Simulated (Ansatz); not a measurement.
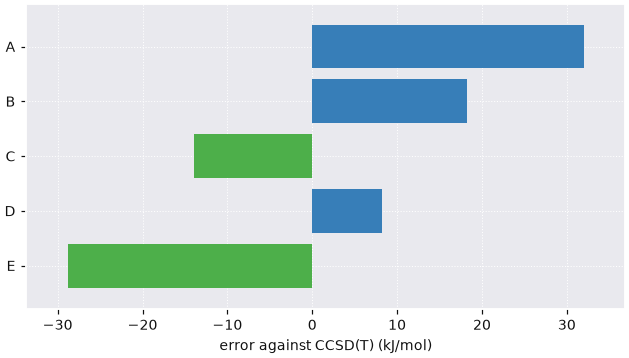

Error in the electronic atomisation energy (method less reference, so positive means overbinding) of CH₈BFSi₂, SMILES FB([SiH3])C[SiH3]: functionals in def2-TZVPP against frozen-core CCSD(T) at the limit (MP2 extrapolated from triple and quadruple zeta, plus CCSD(T) less MP2 in a smaller set), which gives 4472.5 kJ/mol, at a PBE0-D4/def2-TZVP geometry (a minimum by its frequencies), no zero-point or spin-orbit term, the Ansatz code 0.2.0. The reference leaves out core correlation, a term that grows with the number of heavy atoms.

The letters stand for B3LYP-D4, B97M-V, BLYP-D4, PBE-D4 and PBE0-D4. Which is which?

Answer. A: B97M-V (32.0 kJ/mol); B: PBE-D4 (18.2 kJ/mol); C: PBE0-D4 (−13.9 kJ/mol); D: B3LYP-D4 (8.2 kJ/mol); E: BLYP-D4 (−28.8 kJ/mol).

Limits of at least one run: one conformer of a flexible molecule.
